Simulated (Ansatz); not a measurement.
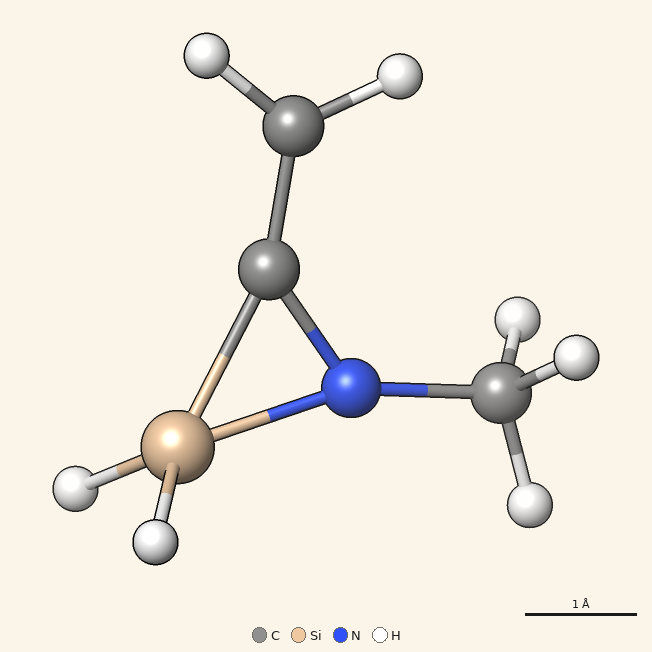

The picture shows a molecular structure as a ball-and-stick model. Every bond is drawn as one stick, whatever its order.

The computed structure is the end point of a PBE0-D4/def2-TZVP optimisation.

Count the atoms of each element.

C3H7NSi, 12 atoms: 3 carbon, 7 hydrogen, 1 nitrogen and 1 silicon.

What is its SMILES?

C=C1[SiH2]N1C

Name functional groups in it.

Among them: alkene, Si–H bond, Si–N bond.

How many bonds of each kind are drawn?

5 C–H, 2 C–N, 2 Si–H, 1 C–C, 1 C–Si, 1 N–Si.

Give the symmetry (Schoenflies symbol).

Cs.

More results for the same structure follow; atom numbers are the same in all pictures, views and colours differ.

**Geometry**

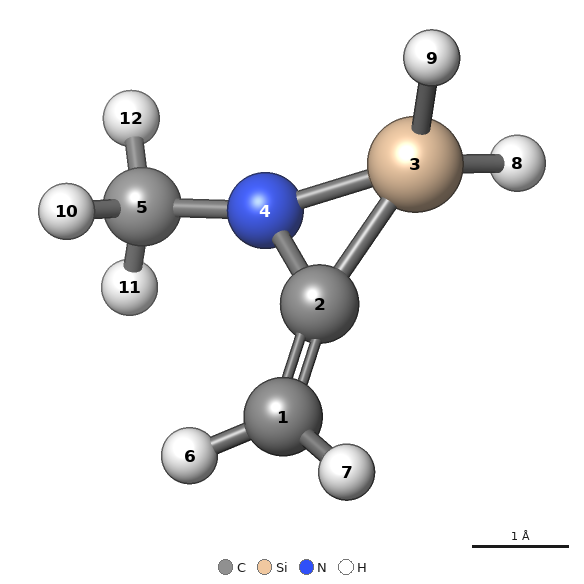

What is the geometry at C2?

C2 has 3 neighbours (C1 at 1.33, Si3 at 1.81, N4 at 1.39 Å); the arrangement is T-shaped.

Describe the coordination of atom 1.

C1 has 3 neighbours (C2 at 1.33, H6 at 1.09, H7 at 1.08 Å); the arrangement is trigonal planar.

What is the geometry at C5?

C5 has 4 neighbours (N4 at 1.43, H10 at 1.10, H11 at 1.10, H12 at 1.09 Å); the arrangement is tetrahedral.

What is the dihedral angle Si3–C2–N4–C5?

180° in size, that is anti.

**Vibrations**

Harmonic vibrations computed with RKS PBE0-D4/def2-TZVP (Ansatz 0.2.0) at a stationary point of the same level.

How many vibrational modes are there, and where do they lie?

30 modes: 53, 138, 198, 360, 372, 545, 654, 656, 692, 712, 745, 783, 876, 990, 1083, 1130, 1184, 1367, 1429, 1460, 1475, 1498, 1738, 2234, 2242, 3016, 3067, 3136, 3155, 3256 cm⁻¹.

**Charges**

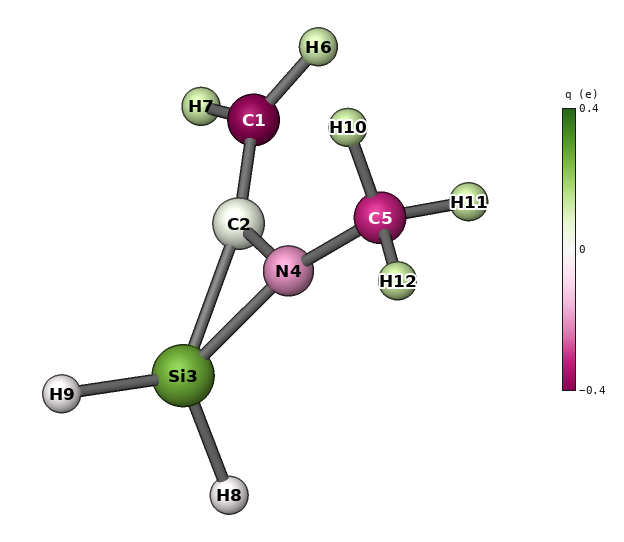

Atoms are coloured by their Mulliken charges. Method: RKS PBE0-D4/def2-TZVP (Ansatz 0.2.0).

List the Mulliken charges.

```csv
atom,value (e)
C1,−0.39
C2,0.03
Si3,0.26
N4,−0.21
C5,−0.31
H6,0.12
H7,0.13
H8,−0.02
H9,−0.02
H10,0.13
H11,0.13
H12,0.13
```

**Electronic properties**

Method: RKS r2SCANh-D4/def2-TZVPP (Ansatz 0.2.0).

Predict the main results.

- HOMO energy (Kohn–Sham orbital): −5.29 eV
- LUMO energy (Kohn–Sham orbital): −0.70 eV
- HOMO–LUMO gap: 4.59 eV
- dispersion correction: −6.7 kJ/mol

Mulliken values depend strongly on the basis set and can even reverse the polarity of a bond.
